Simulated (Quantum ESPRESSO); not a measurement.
# Magnetic state of VSe2 from several starts

Does VSe2 prefer parallel or opposed moments?

Main program and level: Quantum ESPRESSO 7.5; PBEsol with U = 3.2 eV on V d (ortho-atomic projectors); plane waves with GBRV 1.5 PBEsol potentials, no spin-orbit coupling.

**1. The starting structure**

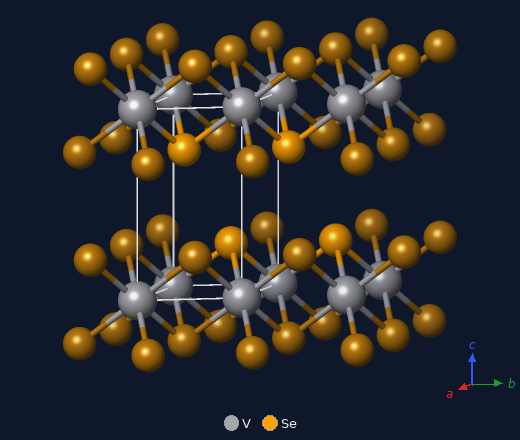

The cell as given, slightly off an axis (vanadium grey, selenium orange). 1×2×1 cells are drawn. Some periodic images of atoms are drawn too.

The cell comes from Materials Project 2023-11-01, a database of computed structures, and need not be the stable phase.

**2. Run 1 (ferro +)**

The signs are those of the starting moments on the seeded atoms, the atoms that are given a moment.

File pw.in:

```
&CONTROL
  calculation = 'scf'
  prefix = 'pwscf'
  outdir = './tmp'
  pseudo_dir = './pseudo'
  disk_io = 'nowf'
/
&SYSTEM
  ibrav = 0
  celldm(1) = 8
  nat = 3
  ntyp = 2
  ecutwfc = 40
  ecutrho = 280
  nbnd = 21
  occupations = 'smearing'
  smearing = 'fd'
  degauss = 0.00734986
  nspin = 2
  starting_magnetization(1) = 0.1538
  starting_magnetization(2) = 0
/
&ELECTRONS
  conv_thr = 6d-09
  electron_maxstep = 150
  mixing_beta = 0.3
/
ATOMIC_SPECIES
V      50.9415 v_pbesol_v1.4.uspp.F.UPF
Se     78.9710 se_pbesol_v1.uspp.F.UPF
CELL_PARAMETERS alat
   0.7927401092805    0.0000000000000    0.0000000000000
  -0.3963700546403    0.6865330129770    0.0000000000000
   0.0000000000000    0.0000000000000    1.4418610330895
ATOMIC_POSITIONS crystal
V       0.0000000000    0.0000000000    0.0000000000
Se      0.6666666700    0.3333333300    0.7587290600
Se      0.3333333300    0.6666666700    0.2412709400
K_POINTS automatic
10 10 6 0 0 0
HUBBARD {ortho-atomic}
U V-3d 3.2000
```

On the command line:

```sh
$ OMP_NUM_THREADS=1 mpirun -n 4 pw.x -nk 4 -in pw.in > pw.out
```

Output:

```text
Program PWSCF v.7.5 starts

     Message from routine setup:
     using ibrav=0 with symmetry is DISCOURAGED, use correct ibrav instead

     K-points division:     npool     =       4
     Subspace diagonalization in iterative solution of the eigenvalue problem:

     G-vector sticks info
     --------------------
     sticks:   dense  smooth     PW     G-vecs:    dense   smooth      PW
     Sum         769     439    139                31717    13697    2311

     Using Slab Decomposition

     bravais-lattice index     =            0
     lattice parameter (alat)  =       8.0000  a.u.
     unit-cell volume          =     401.7775 (a.u.)^3
     number of atoms/cell      =            3
     number of atomic types    =            2
     number of electrons       =        25.00
     number of Kohn-Sham states=           21
     kinetic-energy cutoff     =      40.0000  Ry
     charge density cutoff     =     280.0000  Ry
     scf convergence threshold =      6.0E-09
     mixing beta               =       0.3000
     number of iterations used =            8  plain     mixing
     Exchange-correlation= SLA  PW   PSX  PSC
                           (   1   4  10   8   0   0   0)
     Hubbard projectors: ortho-atomic
     Hubbard parameters of DFT+U (Dudarev formulation) in eV:
     U(V-3d) =  3.2000

     Internal variables: lda_plus_u =T, lda_plus_u_kind = 0

     Internal variables: orbital_resolved =F, hub_pot_fix =F, apply_U = F

     celldm(1)=   8.000000  celldm(2)=   0.000000  celldm(3)=   0.000000
     celldm(4)=   0.000000  celldm(5)=   0.000000  celldm(6)=   0.000000

     crystal axes: (cart. coord. in units of alat)
               a(1) = (   0.792740   0.000000   0.000000 )
               a(2) = (  -0.396370   0.686533   0.000000 )
               a(3) = (   0.000000   0.000000   1.441861 )

     reciprocal axes: (cart. coord. in units 2 pi/alat)
               b(1) = (  1.261447  0.728297 -0.000000 )
               b(2) = (  0.000000  1.456594  0.000000 )
               b(3) = (  0.000000 -0.000000  0.693548 )

     PseudoPot. # 1 for V  read from file:
     v_pbesol_v1.4.uspp.F.UPF
     Pseudo is Ultrasoft + core correction, Zval = 13.0
     Generated by new atomic code, or converted to UPF format
     Using radial grid of  853 points,  6 beta functions with:
                l(1) =   0
                l(2) =   0
                l(3) =   1
                l(4) =   1
                l(5) =   2
                l(6) =   2
     Q(r) pseudized with  8 coefficients,  rinner =    1.100   1.100   1.100
                                                       1.100   1.100

     PseudoPot. # 2 for Se read from file:
     se_pbesol_v1.uspp.F.UPF
     Pseudo is Ultrasoft + core correction, Zval =  6.0
     Generated by new atomic code, or converted to UPF format
     Using radial grid of  877 points,  6 beta functions with:
                l(1) =   0
                l(2) =   0
                l(3) =   1
                l(4) =   1
                l(5) =   2
                l(6) =   2
     Q(r) pseudized with  8 coefficients,  rinner =    1.300   1.300   1.300
                                                       1.300   1.300

     atomic species   valence    mass     pseudopotential
     V                13.00    50.94150     V ( 1.00)
     Se                6.00    78.97100     Se( 1.00)

     Starting magnetic structure
     atomic species   magnetization
     V               0.154
     Se              0.000

     12 Sym. Ops., with inversion, found

   Cartesian axes

     site n.     atom                  positions (alat units)
         1        V      tau(   1) = (   0.0000000   0.0000000   0.0000000  )
         2        Se     tau(   2) = (   0.3963701   0.2288443   1.0939819  )
         3        Se     tau(   3) = (  -0.0000000   0.4576887   0.3478792  )

     number of k points=    72  Fermi-Dirac smearing, width (Ry)=  0.0073
                       cart. coord. in units 2pi/alat
        k(    1) = (   0.0000000   0.0000000   0.0000000), wk =   0.0016667
        k(    2) = (   0.0000000   0.0000000   0.1155914), wk =   0.0033333
        k(    3) = (   0.0000000   0.0000000   0.2311827), wk =   0.0033333
        k(    4) = (   0.0000000   0.0000000  -0.3467741), wk =   0.0016667
        k(    5) = (   0.0000000   0.1456594   0.0000000), wk =   0.0100000
        [... 67 further k-points ...]

     Dense  grid:    31717 G-vectors     FFT dimensions: (  36,  36,  64)

     Smooth grid:    13697 G-vectors     FFT dimensions: (  25,  25,  48)

     Generating pointlists ...
     new r_m :   0.2371 (alat units)  1.8971 (a.u.) for type    1
     new r_m :   0.2371 (alat units)  1.8971 (a.u.) for type    2

     Initial potential from superposition of free atoms

     starting charge      24.9987, renormalised to      25.0000

     negative rho (up, down):  5.395E-04 3.935E-04

     STARTING HUBBARD OCCUPATIONS:

     =================== HUBBARD OCCUPATIONS ===================
     ------------------------ ATOM    1 ------------------------
     Tr[ns(  1)] (up, down, total) =   3.00000  0.00000  3.00000
     Atomic magnetic moment for atom   1 =   3.00000
     [... lines left out ...]
     Number of occupied Hubbard levels =    3.0000

     Atomic wfc used for Hubbard projectors are orthogonalized

     Starting wfcs are   18 randomized atomic wfcs +    3 random wfcs

     Self-consistent Calculation

     iteration #  1     ecut=    40.00 Ry     beta= 0.30
     Davidson diagonalization with overlap
     ethr =  1.00E-02,  avg # of iterations =  4.7

     =================== HUBBARD OCCUPATIONS ===================
     ------------------------ ATOM    1 ------------------------
     Tr[ns(  1)] (up, down, total) =   2.98540  0.92379  3.90919
     Atomic magnetic moment for atom   1 =   2.06160
     [... lines left out ...]
     Number of occupied Hubbard levels =    3.9092

     Threshold (ethr) on eigenvalues was too large:
     Diagonalizing with lowered threshold

     Davidson diagonalization with overlap
     ethr =  3.47E-04,  avg # of iterations =  2.4

     negative rho (up, down):  3.990E-04 5.902E-04

     total energy              =    -231.47578613 Ry
     estimated scf accuracy    <       0.09091382 Ry

     total magnetization       =     1.35 Bohr mag/cell
     absolute magnetization    =     2.48 Bohr mag/cell

     iteration #  2     ecut=    40.00 Ry     beta= 0.30
     Davidson diagonalization with overlap
     ethr =  3.64E-04,  avg # of iterations =  2.1

     negative rho (up, down):  3.561E-04 6.834E-04

     total energy              =    -231.48615312 Ry
     estimated scf accuracy    <       0.04412210 Ry

     total magnetization       =     1.17 Bohr mag/cell
     absolute magnetization    =     2.13 Bohr mag/cell

     iteration #  3     ecut=    40.00 Ry     beta= 0.30
     Davidson diagonalization with overlap
     ethr =  1.76E-04,  avg # of iterations =  1.3

     negative rho (up, down):  2.614E-04 7.913E-04

     total energy              =    -231.49011902 Ry
     estimated scf accuracy    <       0.03916068 Ry

     total magnetization       =     1.33 Bohr mag/cell
     absolute magnetization    =     2.36 Bohr mag/cell

     [... further iterations left out ...]

     iteration # 14     ecut=    40.00 Ry     beta= 0.30
     Davidson diagonalization with overlap
     ethr =  2.72E-09,  avg # of iterations =  2.1

     negative rho (up, down):  1.215E-04 9.893E-04

     total energy              =    -231.49778919 Ry
     estimated scf accuracy    <       0.00000033 Ry

     total magnetization       =     1.20 Bohr mag/cell
     absolute magnetization    =     2.22 Bohr mag/cell

     iteration # 15     ecut=    40.00 Ry     beta= 0.30
     Davidson diagonalization with overlap
     ethr =  1.33E-09,  avg # of iterations =  1.9

     negative rho (up, down):  1.220E-04 9.889E-04

     total energy              =    -231.49778948 Ry
     estimated scf accuracy    <       0.00000007 Ry

     total magnetization       =     1.20 Bohr mag/cell
     absolute magnetization    =     2.22 Bohr mag/cell

     iteration # 16     ecut=    40.00 Ry     beta= 0.30
     Davidson diagonalization with overlap
     ethr =  2.74E-10,  avg # of iterations =  2.8

     negative rho (up, down):  1.222E-04 9.888E-04

     total energy              =    -231.49778963 Ry
     estimated scf accuracy    <          9.5E-09 Ry

     total magnetization       =     1.19 Bohr mag/cell
     absolute magnetization    =     2.22 Bohr mag/cell

     iteration # 17     ecut=    40.00 Ry     beta= 0.30
     Davidson diagonalization with overlap
     ethr =  3.79E-11,  avg # of iterations =  2.4

     negative rho (up, down):  1.223E-04 9.886E-04

     Magnetic moment per site  (integrated on atomic sphere of radius R)
     atom   1 (R=0.237)  charge= 10.9043  magn=  1.4504
     atom   2 (R=0.237)  charge=  3.5908  magn= -0.1799
     atom   3 (R=0.237)  charge=  3.5908  magn= -0.1799

     End of self-consistent calculation

     =================== HUBBARD OCCUPATIONS ===================
     ------------------------ ATOM    1 ------------------------
     Tr[ns(  1)] (up, down, total) =   2.83373  1.03195  3.86568
     Atomic magnetic moment for atom   1 =   1.80178
     [... lines left out ...]
     Number of occupied Hubbard levels =    3.8657

     Number of k-points >= 100: set verbosity='high' to print the bands.

     the Fermi energy is     8.6478 ev

!    total energy              =    -231.49778964 Ry
     estimated scf accuracy    <          3.7E-09 Ry
     smearing contrib. (-TS)   =      -0.00371858 Ry
     internal energy E=F+TS    =    -231.49407106 Ry

     The total energy is F=E-TS. E is the sum of the following terms:
     one-electron contribution =    -114.76846123 Ry
     hartree contribution      =      66.78439621 Ry
     xc contribution           =     -78.44718714 Ry
     ewald contribution        =    -105.29042251 Ry
     Hubbard energy            =       0.22760361 Ry

     total magnetization       =     1.19 Bohr mag/cell
     absolute magnetization    =     2.22 Bohr mag/cell

     convergence has been achieved in  17 iterations

=------------------------------------------------------------------------------=
   JOB DONE.
=------------------------------------------------------------------------------=
```

Run time: 68 s. Hardware: 4 MPI ranks of Intel Xeon at 2.50GHz (Skylake/Cascade Lake), shared host; peak memory 0.49 GiB; 4.5 min of CPU time.

Spin moment in the atom's sphere by atom:

```
atom  spin moment in the atom's sphere (μB)
  V1                                   1.45
 Se2                                  -0.18
 Se3                                  -0.18
```

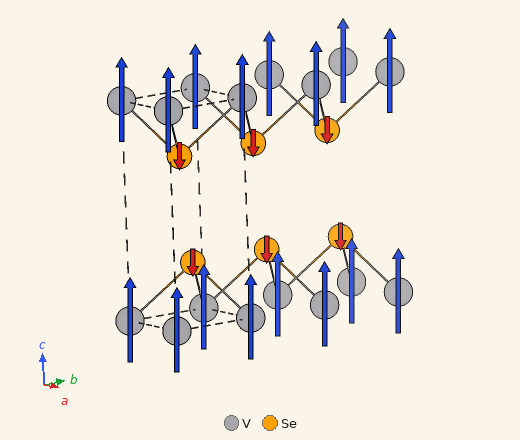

Spin moment in the atom's sphere as arrows, the longest 1.45 μB. Up and down stand for the sign. Arrows give size and sign along the axis of quantisation, drawn up and down the page. Each arrow also spans its atom, so small moments look longer than they are. The two directions have two colours. Bonds to atoms that aren't drawn are left out. 1×3×1 cells are drawn. Some periodic images of atoms are drawn too.

This step gave:

```yaml
smearing_term_ts: 0.05059 eV
magnetization: 1.195 μB
absolute_magnetization: 2.219 μB
final_state: ferromagnetic
```

(Continued in part 2 of 2.)

[Logs and program files are shortened in this print: banners, set-up blocks, solver, clock and traceback lines can be left out without a mark of their own.]

[Logs are printed without paths, hosts, clocks, repeated set-up lines and the standing remarks that a program may print on its own settings, such as how far it seeks lower states.]

[Hosts, paths, dates, database ids (printed as entryN), source tags and the programs' standing remarks are cut or masked in the printed files.]

[Where a cell is said to come from a database of computed structures, the database is the Materials Project.]
